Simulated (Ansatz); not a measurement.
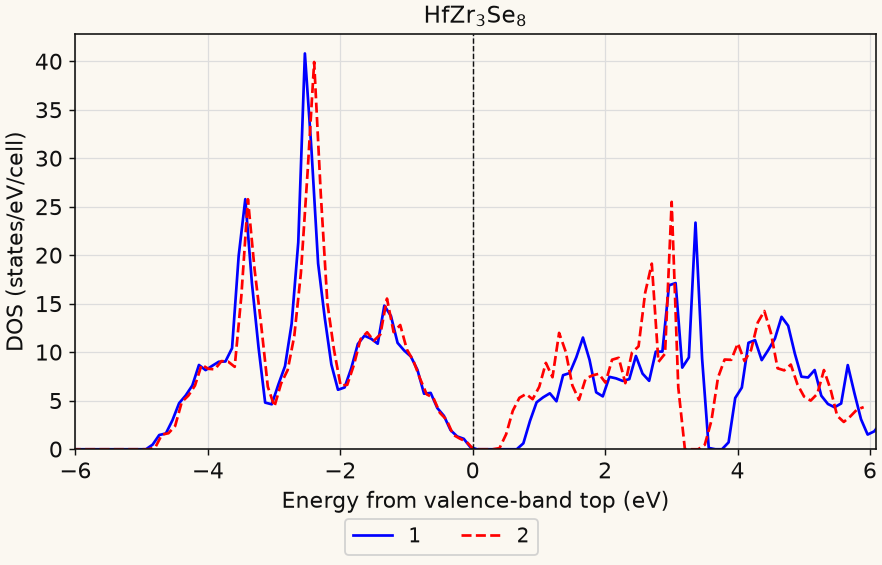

Total densities of states of HfZr₃Se₈, space group P-3m1 (No. 164), 12 atoms in the cell, by two methods on the same cell. Each is counted from its own valence-band top.

> Which curve is which? The methods: PBE, r2SCAN.

1 is r2SCAN; 2 is PBE. r2SCAN gives a gap of 0.73 eV and PBE gives a gap of 0.41 eV.

Settings. r2SCAN: DFT r2SCAN, scalar-relativistic, plane waves, PAW, no spin polarisation, 6×6×6 k mesh, 500 eV cutoff, Gaussian smearing of 0.02 eV (Ansatz 0.2.0). PBE: DFT PBE, scalar-relativistic, plane waves, PAW, no spin polarisation, 6×6×6 k mesh, 420 eV cutoff, Gaussian smearing of 0.02 eV (Ansatz 0.2.0).

The structure is an invented one, so it need not be a known or stable phase. Spin-orbit coupling is left out, which matters for Hf.
